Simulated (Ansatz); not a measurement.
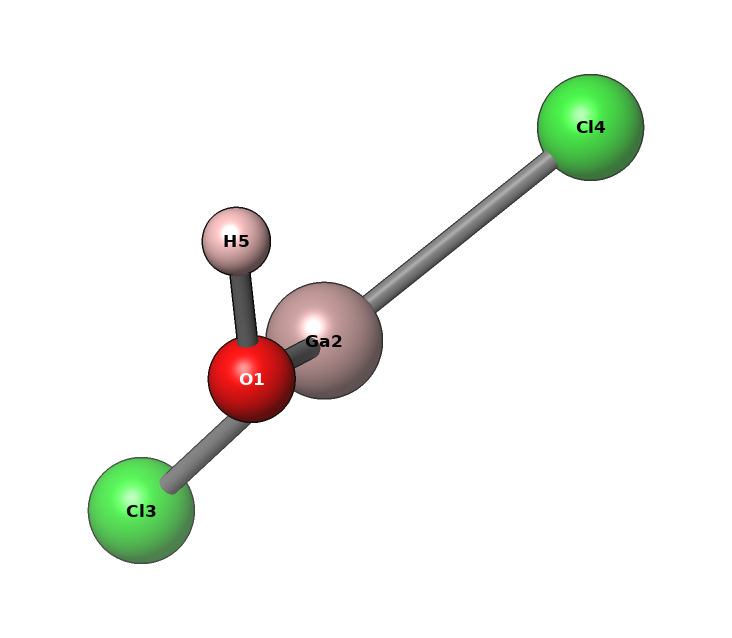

Simulated data, not a measurement (program: Ansatz).

Ga2 lies behind O1. The molecule seen a little off the O1–Ga2 bond, O1 in front. Depth is shown by fading: the farther an atom, the more it takes the colour of the background. Geometry: moved along internal coordinates away from the minimum.

### What is the torsion angle H5–O1–Ga2–Cl3? The sign is positive where the front bond must turn clockwise to cover the back bond.

−131°, anticlinal.
